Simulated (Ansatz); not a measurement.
# H3NSi2 (SMILES [NH-][SiH]=[SiH]) (charge −1, doublet): what the fields show

Input

```
crystal:
  periodic: [false, false, false]
  atoms:
    - {symbol: "N", position_ang: [1.572667, 0.753508, -0.654562]}
    - {symbol: Si, position_ang: [-1.577252, -1.068074, -0.585490]}
    - {symbol: Si, position_ang: [0.216601, 0.205377, 0.124344]}
    - {symbol: H, position_ang: [-2.163587, -0.960579, 0.843522]}
    - {symbol: H, position_ang: [1.604019, 0.463261, -1.633936]}
    - {symbol: H, position_ang: [0.279062, 0.694568, 1.561012]}
basis:
  gaussian:
    orbitals: def2-TZVPD
total_charge: -1
magnetization:
  spin_polarized: true
  initial_magnetization: 1
hamiltonian:
  xc: pbe0
output: {forces: true, orbitals: {seedname: orbitals}}
```

Command:

```sh
ansatz run input.yaml --threads 2 --pin off --max-ram 4350MiB --events-out events.jsonl --progress --plain --runs-dir runs
```

Geometry: PBE0-D3(BJ)/def2-SVPD.

All numbers below come from isolated molecule in a Gaussian basis; Kohn-Sham density functional theory, functional PBE0 in Ansatz.

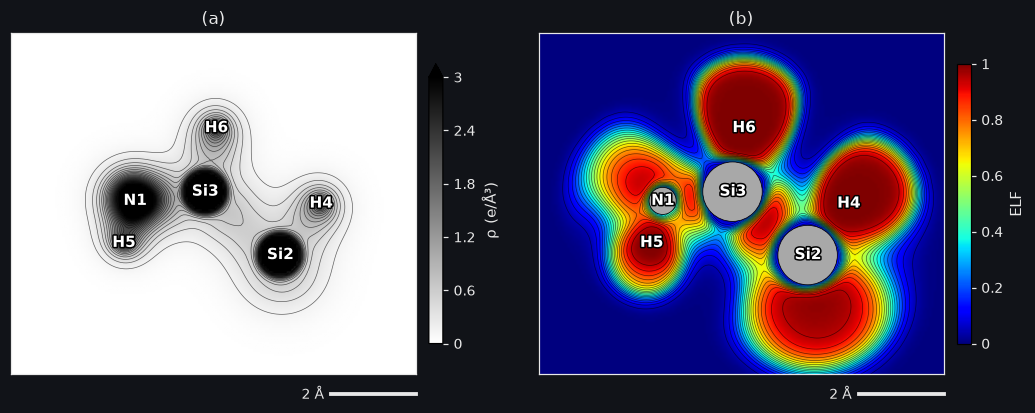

Figure 1. (a) electron density; (b) electron localisation function on the molecular plane. Grey discs cover the atomic cores in the ELF map.

> Read the bonding off the picture.

- The plane passes through N, Si and H nuclei.
- Si–N (1.66 Å): ρ is about 1.2 e/Å³ halfway; the ELF peaks at about 0.90 between the atoms; a short, strongly polar bond.
- Si–Si (2.31 Å): ρ at the midpoint is about 0.6 e/Å³; the ELF peaks at about 0.95 between the atoms (localised, covalent bonding).
- N–H (1.02 Å): ρ is about 2.7 e/Å³ halfway; the ELF climbs to about 1 towards the hydrogen, as it does in any bond to H (an ordinary covalent bond to hydrogen).
- Si–H (1.52 Å): the density is about 0.75 e/Å³ at the midpoint; the ELF climbs to about 1 towards the hydrogen.
- The ELF also peaks beside Si2 and N1, away from the bonds: non-bonding electrons, paired or unpaired.

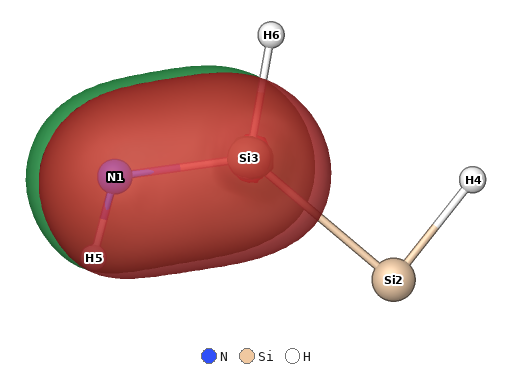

Figure 2. The HOMO−1 (β) at ±0.1 Å⁻³ᐟ² (green and red are the two phases), seen across its widest extent.

> Describe this orbital and give its energy.

It lies mainly on N1 (about 55 %) and Si3 (about 35 %); it changes sign across the molecular plane (π type); π-bonding across N1–Si3. Its energy is −2.41 eV.

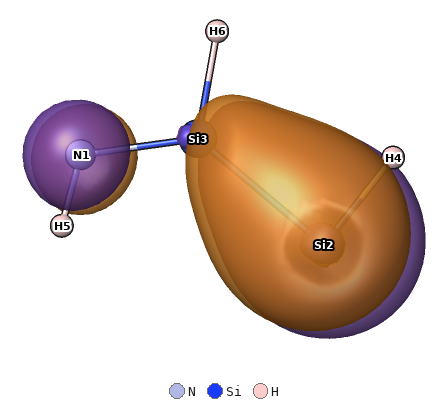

Figure 3. The HOMO (α) at ±0.1 Å⁻³ᐟ² (orange and purple are the two phases), seen across its widest extent.

> Describe this orbital and give its energy.

By Hirshfeld shares it lies mainly on Si2 (about 65 %), Si3 (about 20 %) and N1 (about 10 %); it changes sign across the molecular plane (π type); π-antibonding (a node) across N1–Si3. Its energy is −0.73 eV.
